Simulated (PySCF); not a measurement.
```yaml
atoms:
  - { symbol: C, position_ang: [2.3578, -0.7221, -1.0537] }
  - { symbol: C, position_ang: [1.6420, 0.4779, -0.4856] }
  - { symbol: C, position_ang: [1.7887, 0.8580, 0.9510] }
  - { symbol: C, position_ang: [0.4598, 0.3495, 0.4528] }
  - { symbol: C, position_ang: [0.0037, -1.0266, 0.9101] }
  - { symbol: O, position_ang: [-0.9910, -1.5933, 0.0815] }
  - { symbol: C, position_ang: [-2.2627, -1.0136, 0.2059] }
  - { symbol: C, position_ang: [-2.3442, 0.3673, -0.4513] }
  - { symbol: F, position_ang: [-3.6113, 0.8899, -0.2206] }
  - { symbol: Si, position_ang: [-0.9973, 1.5323, 0.2650] }
  - { symbol: H, position_ang: [3.2756, -0.4040, -1.5455] }
  - { symbol: H, position_ang: [1.7320, -1.2279, -1.7868] }
  - { symbol: H, position_ang: [2.6224, -1.4350, -0.2776] }
  - { symbol: H, position_ang: [1.5825, 1.2988, -1.1923] }
  - { symbol: H, position_ang: [2.3642, 0.2024, 1.5889] }
  - { symbol: H, position_ang: [1.8753, 1.9017, 1.2143] }
  - { symbol: H, position_ang: [0.8232, -1.7473, 0.8928] }
  - { symbol: H, position_ang: [-0.3743, -0.9576, 1.9436] }
  - { symbol: H, position_ang: [-2.9562, -1.7087, -0.2769] }
  - { symbol: H, position_ang: [-2.5464, -0.9202, 1.2657] }
  - { symbol: H, position_ang: [-2.2662, 0.2553, -1.5383] }
  - { symbol: H, position_ang: [-0.7180, 2.6315, -0.6589] }
  - { symbol: H, position_ang: [-1.4644, 2.0184, 1.5675] }
```

Geometry: GFN2-xTB.

These are results of PBE0/pcSseg-1, SCF density, gas phase, non-relativistic (PySCF), not measurements.

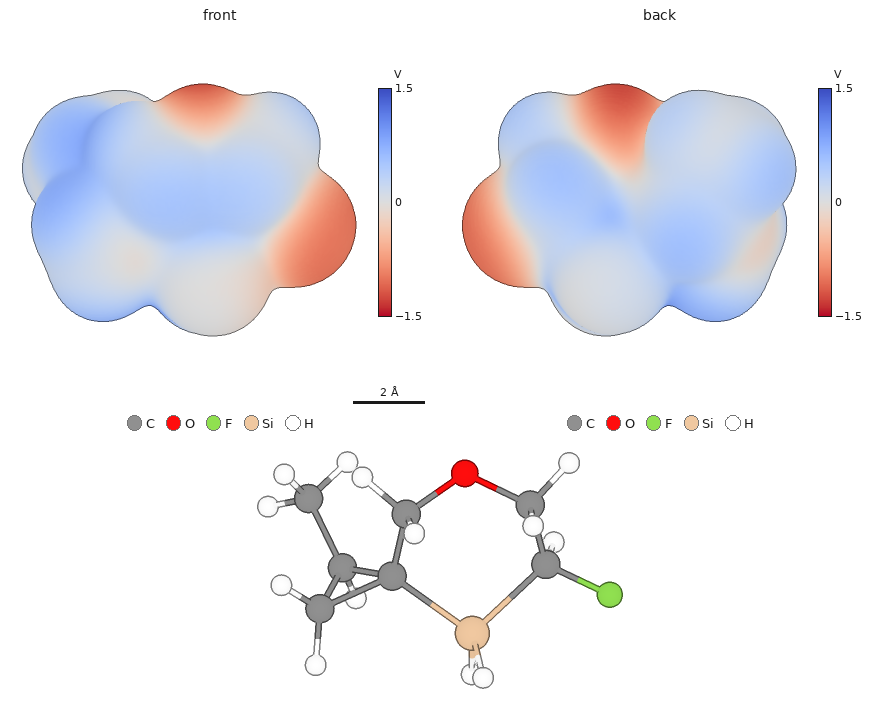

C$_{7}$H$_{13}$FOSi. The electrostatic potential painted on the density surface at 0.001 e/bohr³, seen from the front and from behind; red is negative and blue positive. The bare structure is drawn below in the same view.

Question: Which sites attract a positive test charge, and which a negative one?

Answer: A positive charge is drawn to the negative regions and a negative charge to the positive ones. The most negative region (about −1.2 V, or −28 kcal/mol for a unit charge) lies over O6, the most positive (about +0.8 V, or +18 kcal/mol for a unit charge) over Si10, H13 and H17. O6 is the likeliest acceptor of a hydrogen bond.
